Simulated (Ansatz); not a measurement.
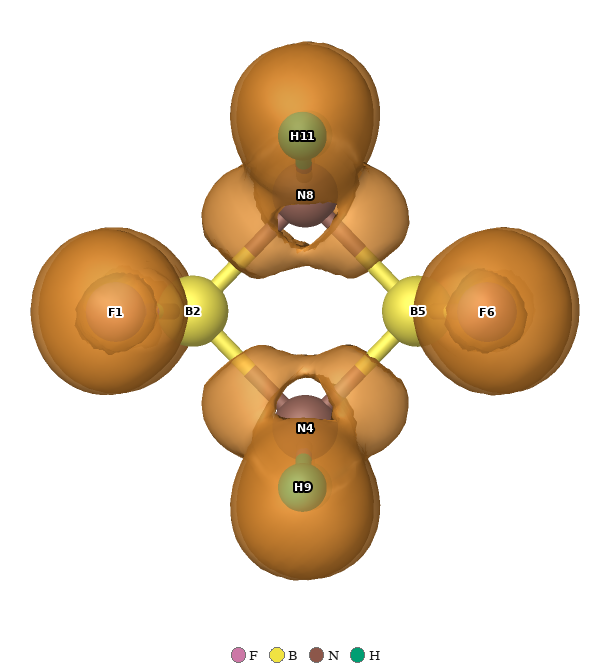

B2F4H4N2 (SMILES F[B-]1(F)[NH2+][B-](F)(F)[NH2+]1). Isosurface of the ELF at 0.75 (orange), seen across its widest extent. Core shells and regions of very low density are left out.

Geometry: PBE0-D4/def2-TZVP.

The calculation used RKS PBE0-D4/def2-TZVPP in Ansatz 0.2.0.

```yaml
atoms:
  - { symbol: F, position_ang: [0.7297, -0.6358, 1.9454] }
  - { symbol: B, position_ang: [0.7509, -0.5882, 0.5842] }
  - { symbol: F, position_ang: [1.7414, -1.3004, -0.0220] }
  - { symbol: N, position_ang: [0.6947, 0.9169, 0.0465] }
  - { symbol: B, position_ang: [-0.7375, 0.5787, -0.5796] }
  - { symbol: F, position_ang: [-1.7295, 1.2921, 0.0226] }
  - { symbol: F, position_ang: [-0.7128, 0.6236, -1.9409] }
  - { symbol: N, position_ang: [-0.6826, -0.9256, -0.0394] }
  - { symbol: H, position_ang: [0.6799, 1.6227, 0.7731] }
  - { symbol: H, position_ang: [1.4080, 1.1471, -0.6351] }
  - { symbol: H, position_ang: [-1.3953, -1.1533, 0.6438] }
  - { symbol: H, position_ang: [-0.6700, -1.6329, -0.7646] }
```

Question: What do the ELF domains correspond to?

Answer: The ELF exceeds this value in four regions on F in which the atom's valence shell and bonds are merged and two joined regions spread over several atoms (H, N), in which their bonds and any lone pairs are merged.

Values along the shortest contacts:
B–F (1.36 Å): the ELF peaks at about 0.85 between the atoms; a polar covalent bond. B–N (1.60 Å): the ELF peaks at about 0.95 between the atoms (a shared but strongly polarised pair).
